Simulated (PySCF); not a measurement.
# C8H12O: what the fields show

```tsv
atom	x (Å)	y (Å)	z (Å)
O	0.5536	-2.6793	1.3005
C	0.2687	-1.6837	0.6805
C	1.0811	-1.2254	-0.5068
C	1.8884	0.0219	-0.1444
C	1.1986	1.3513	-0.1182
C	-0.0482	1.7775	-0.2706
C	-1.3951	1.1553	-0.5230
C	-1.6955	-0.2959	-0.1224
C	-0.8879	-0.7999	1.0765
H	1.7724	-2.0290	-0.7685
H	0.4521	-1.0106	-1.3680
H	2.7040	0.1157	-0.8696
H	2.3637	-0.1330	0.8311
H	1.9305	2.1350	0.0568
H	-0.1578	2.8571	-0.2234
H	-1.6178	1.2800	-1.5886
H	-2.1063	1.7949	0.0089
H	-2.7578	-0.3468	0.1249
H	-1.5507	-0.9686	-0.9686
H	-1.5170	-1.3669	1.7649
H	-0.4789	0.0505	1.6278
```

Geometry: GFN2-xTB.

Computed with PBE0/pcSseg-1, SCF density, gas phase, non-relativistic in PySCF 2.14.0.

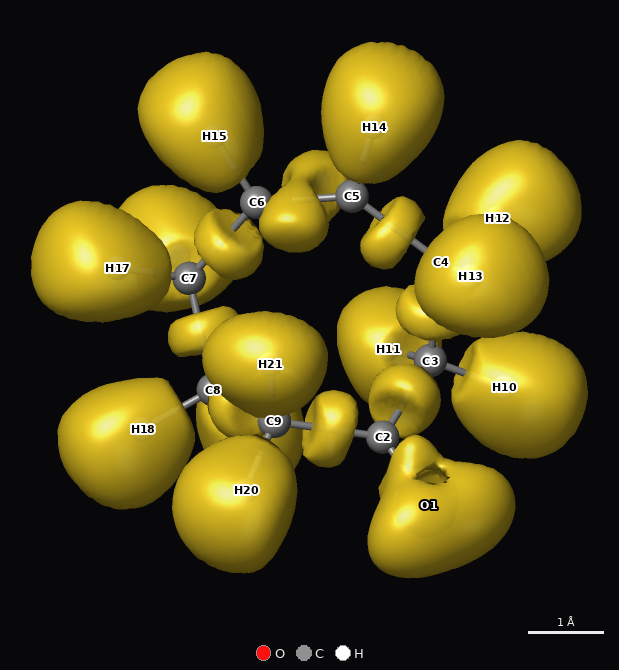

Figure 1. Isosurface of the ELF at 0.75 (yellow), seen across its widest extent. Core shells and regions of very low density are left out.

What do the ELF domains correspond to?

Answer. The ELF exceeds this value in eight regions between bonded C–C atoms (shared pairs), twelve regions around hydrogen nuclei and one region on O in which the atom's valence shell and bonds are merged. Along the contacts the grid gives the following. C–O (1.21 Å): the ELF peaks at about 0.85 between the atoms; a short, multiple covalent bond. C–C (1.33 Å): the ELF peaks at about 0.95 between the atoms; a multiple bond.

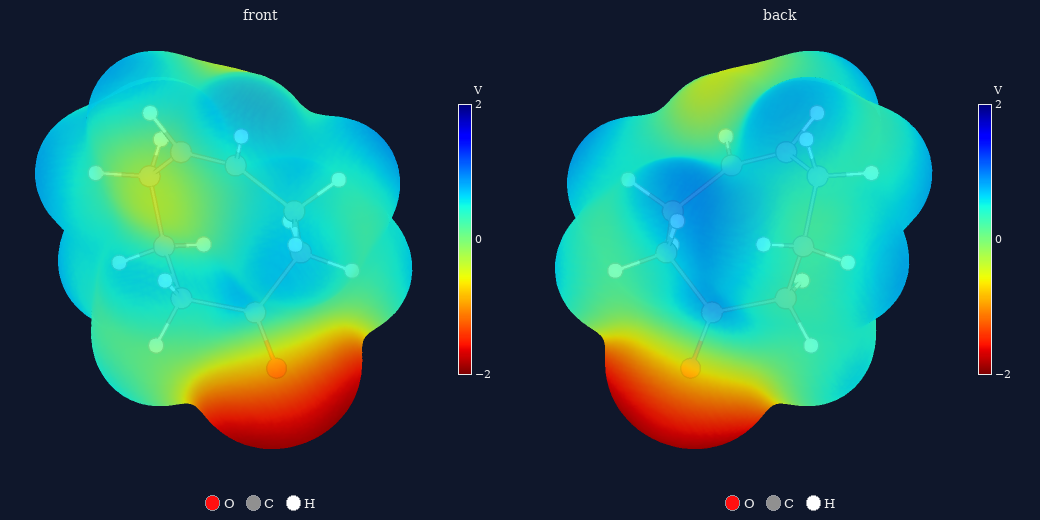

Figure 2. The electrostatic potential painted on the density surface at 0.002 e/bohr³, seen from the front and from behind; red is negative and blue positive.

Which sites attract a positive test charge, and which a negative one?

Answer. A positive charge is drawn to the negative regions and a negative charge to the positive ones. The most negative region (about −1.8 V) lies over O1, the most positive (about +0.9 V) over H11 and H19. O1 is the likeliest acceptor of a hydrogen bond.

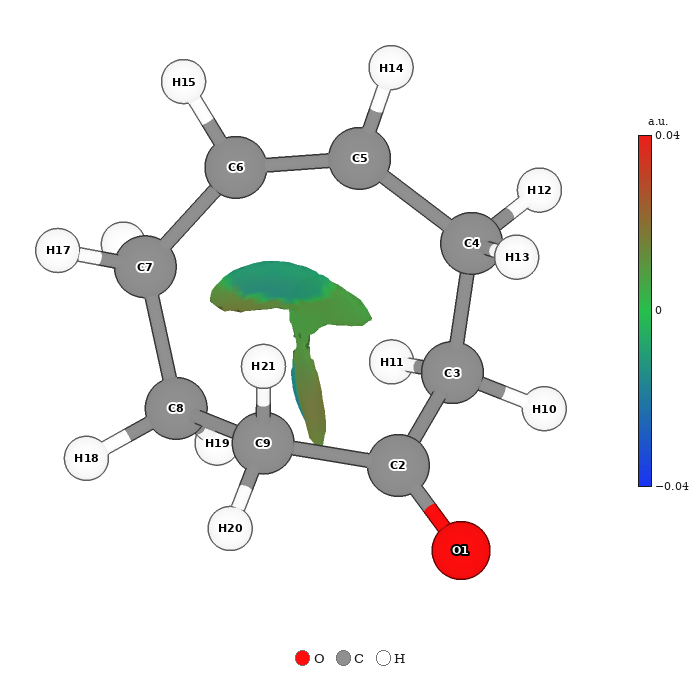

Figure 3. Non-covalent interaction (NCI) plot: the surface where the reduced density gradient is 0.5, for densities under 0.05 a.u., coloured by sign(λ₂)ρ; seen across its widest extent.

Which non-covalent interactions does the plot reveal?

Answer. Between H11 and C3 on one side and H19 and C8 on the other: a weak contact, attractive (blue-green) on one side and crowded (olive to red) on the other; between H21 and C9 on one side and C6 and C5 on the other: a weak contact (green).
